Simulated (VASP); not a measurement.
Band structure of SiC (space group P6_3mc). These are PBE GGA, VASP's PBE PAW potentials (set 64) (plane waves; VASP 6.6.1) values and carry that method's errors.

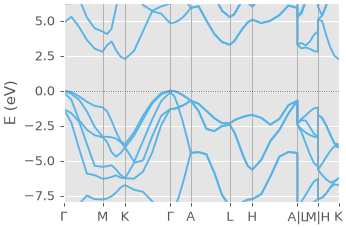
Figure: Bands along high-symmetry lines, zero at the valence-band maximum or, without a gap, the Fermi level

Read the plot: is there a gap, and where are the band edges?

The gap is indirect, 2.26 eV, from the valence maximum at Γ to the conduction minimum at K.

The structure comes from a computed database's SiC entry (P6_3mc); how it stands against other phases isn't given here. The cell was not relaxed at this level.
